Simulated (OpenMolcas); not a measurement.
## Mn³⁺ complex: multiconfigurational calculation (part 2 of 2)

Continued. System: Mn³⁺ with 6 ligands (Cl; octahedron, 2.405 Å), embedded in Cs2NaYCl6 by model potentials and point charges, whose field is part of the energies. Method: state-averaged CASSCF, active space 4 electrons in the shell 3d, basis ANO-RCC-VTZP on the metal and ANO-RCC-VDZP on the ligands, DKH2 scalar Hamiltonian, spin-orbit coupling by RASSI with atomic mean-field integrals (OpenMolcas).

The program's output (extracts), continued:
```
--- RASSI ---
SPIN-FREE ENERGIES:
  (Shifted by EMIN (a.u.) =      -3923.9327258055)

 SF State       Relative EMIN(au)   Rel lowest level(eV)    D:o, cm**(-1)

     1             0.0000000000        0.0000000000              0.0000
     2             0.0000000000        0.0000000000              0.0000
     3             0.0486228782        1.3230959185          10671.4883
     4             0.0486228782        1.3230959185          10671.4883
     5             0.0486228787        1.3230959327          10671.4884
     6             0.0701243961        1.9081820262          15390.5260
     7             0.0701243961        1.9081820262          15390.5260
     8             0.0701243961        1.9081820262          15390.5260
     9             0.0983720508        2.6768398701          21590.1696
    10             0.0983720508        2.6768398701          21590.1696
    11             0.1082382209        2.9453120368          23755.5436
    12             0.1082382209        2.9453120368          23755.5436
    13             0.1082382209        2.9453120368          23755.5436
    14             0.1113740489        3.0306422614          24443.7783
    15             0.1113740489        3.0306422614          24443.7783
    16             0.1113740489        3.0306422614          24443.7783
    17             0.1196376300        3.2555057590          26257.4247
    51             0.1224090903        3.3309210354          26865.6900
    52             0.1224090903        3.3309210354          26865.6900
    53             0.1224090903        3.3309210354          26865.6900
    18             0.1225665436        3.3352055580          26900.2470
    54             0.1261548275        3.4328477380          27687.7843
    55             0.1261548275        3.4328477380          27687.7843
    19             0.1356667249        3.6916796525          29775.4044
    20             0.1356667249        3.6916796525          29775.4044
    21             0.1445941382        3.9346069439          31734.7452
    22             0.1445941382        3.9346069439          31734.7452
    23             0.1445941382        3.9346069439          31734.7452
    56             0.1464666001        3.9855592274          32145.7031
    26             0.1487970446        4.0489738521          32657.1765
    24             0.1487970446        4.0489738521          32657.1765
    25             0.1487970446        4.0489738521          32657.1765
    57             0.1499966254        4.0816161106          32920.4541
    27             0.1506016519        4.0980797199          33053.2420
    28             0.1506016519        4.0980797199          33053.2420
    29             0.1506016519        4.0980797199          33053.2420
    58             0.1515941115        4.1250859200          33271.0617
    59             0.1515941115        4.1250859200          33271.0617
    60             0.1515941115        4.1250859200          33271.0617
    61             0.1595370278        4.3412236842          35014.3304
Eigenvalues of complex Hamiltonian:
   -----------------------------------
  (Shifted by EMIN (a.u.) =      -3923.9327258055)

 SO State       Relative EMIN(au)   Rel lowest level(eV)    D:o, cm**(-1)

     1            -0.0001799236        0.0000000000              0.0000
     2            -0.0001417642        0.0010383694              8.3750
     3            -0.0001417642        0.0010383694              8.3750
     4            -0.0001417642        0.0010383694              8.3750
     5            -0.0001038298        0.0020706157             16.7006
     6            -0.0001038298        0.0020706157             16.7006
     7            -0.0000704566        0.0029787489             24.0252
     8            -0.0000704566        0.0029787489             24.0252
     9            -0.0000704566        0.0029787489             24.0252
    10            -0.0000369968        0.0038892362             31.3688
    11             0.0477518151        1.3042890545          10519.8007
    12             0.0477518151        1.3042890545          10519.8007
    13             0.0477518153        1.3042890602          10519.8007
    14             0.0477596173        1.3045013617          10521.5130
    15             0.0477596173        1.3045013617          10521.5130
    16             0.0477596172        1.3045013616          10521.5130
    17             0.0477692557        1.3047636375          10523.6284
    18             0.0489717886        1.3374862244          10787.5539
    19             0.0489717886        1.3374862244          10787.5539
    20             0.0489717889        1.3374862316          10787.5540
    21             0.0489772278        1.3376342338          10788.7477
    22             0.0489772282        1.3376342433          10788.7478
    23             0.0497567760        1.3588468202          10959.8387
    24             0.0497567760        1.3588468188          10959.8387
    25             0.0497567760        1.3588468188          10959.8387
    26             0.0689431970        1.8809359336          15170.7714
    27             0.0695679841        1.8979372546          15307.8963
    28             0.0695679841        1.8979372546          15307.8963
    29             0.0695679841        1.8979372545          15307.8963
    30             0.0705223016        1.9239055588          15517.3448
    31             0.0705223016        1.9239055588          15517.3448
    32             0.0705223017        1.9239055589          15517.3448
    33             0.0705683140        1.9251576185          15527.4434
    34             0.0705683140        1.9251576187          15527.4434
    35             0.0982678598        2.6789006594          21606.7910
    36             0.0982678598        2.6789006594          21606.7910
    37             0.0982678598        2.6789006594          21606.7910
    38             0.0982788962        2.6792009738          21609.2132
    39             0.0982788962        2.6792009738          21609.2132
    40             0.0982788962        2.6792009739          21609.2132
    41             0.1062456955        2.8959886271          23357.7235
Weights of the five most important spin-orbit-free states for each spin-orbit state.

 SO State  Total energy (au)           Spin-free states, spin, and weights
 -------------------------------------------------------------------------------------------------------
    1        -0.000180       1 2.0  0.4986    2 2.0  0.4986    4 2.0  0.0005    3 2.0  0.0005    5 2.0  0.0005
    2        -0.000142       2 2.0  0.7554    1 2.0  0.2426    5 2.0  0.0006    4 2.0  0.0004    8 1.0  0.0003
    3        -0.000142       2 2.0  0.7389    1 2.0  0.2591    4 2.0  0.0006    5 2.0  0.0004    8 1.0  0.0003
    4        -0.000142       1 2.0  0.9953    2 2.0  0.0027    3 2.0  0.0010    6 1.0  0.0003    7 1.0  0.0003
    5        -0.000104       2 2.0  0.4993    1 2.0  0.4993    3 2.0  0.0004    5 2.0  0.0002    8 1.0  0.0002
    6        -0.000104       2 2.0  0.4993    1 2.0  0.4993    4 2.0  0.0004    5 2.0  0.0003    7 1.0  0.0002
    7        -0.000070       2 2.0  0.9965    1 2.0  0.0027    5 2.0  0.0002    4 2.0  0.0002    6 1.0  0.0001
    8        -0.000070       1 2.0  0.7748    2 2.0  0.2244    3 2.0  0.0002    4 2.0  0.0001    8 1.0  0.0001
    9        -0.000070       1 2.0  0.7213    2 2.0  0.2779    3 2.0  0.0002    5 2.0  0.0001    8 1.0  0.0001
   10        -0.000037       1 2.0  0.4999    2 2.0  0.4999   15 1.0  0.0000   16 1.0  0.0000   14 1.0  0.0000
   11         0.047752       3 2.0  0.6009    4 2.0  0.1991    5 2.0  0.1991    2 2.0  0.0002   13 1.0  0.0002
   12         0.047752       4 2.0  0.6009    3 2.0  0.1991    5 2.0  0.1991   13 1.0  0.0002   11 1.0  0.0002
```

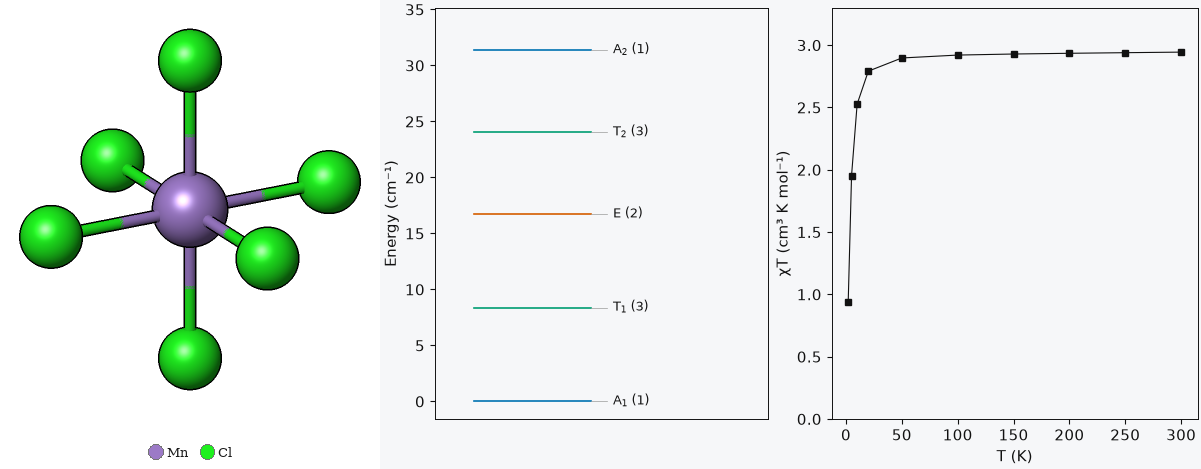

Mn³⁺ (3d⁴) as a dopant in Cs₂NaYCl₆, a cluster with its 6 nearest Cl⁻ at 2.405 Å (octahedron) embedded in model potentials and point charges; the geometry was set, not optimised, and its levels and susceptibility. Labels give the representation in O, Td, D4 or D3 as the site allows (double group for half-integer spin) where it could be assigned and, in brackets, the degeneracy; spin-free states, where drawn, share the zero of the spin-orbit levels. Powder susceptibility by Van Vleck's formula. The ground level is A₁, non-degenerate, 100 % from states of spin multiplicity 5. The next level lies at 8.4 cm⁻¹ (T₁). χT is 0.938 cm³ K mol⁻¹ at 2 K and 2.94 at 300 K, an effective moment of 4.85 μB. The active orbitals hold 89 to 98 % metal character (Löwdin), and the Mulliken charge of the metal is +1.12.

Key numbers:

| quantity | value |
| --- | --- |
| outcome | converged |
| energy of the lowest spin-free term | −3923.93273 hartree |
| energy of the lowest spin-orbit level | −3923.93291 hartree |
| largest spread among components of a term | 0.0 cm⁻¹ |
| wall time | 99 s |
| peak memory | 0.2 GiB |

Notes:

Without dynamic correlation the splittings between terms come out too large, often by 20 to 50 %. Limits: orbital doublet at a regular site, Jahn-Teller distortion not allowed for; small active space favours high spin, ground spin may be wrong; the geometry is set by hand, with no relaxation.
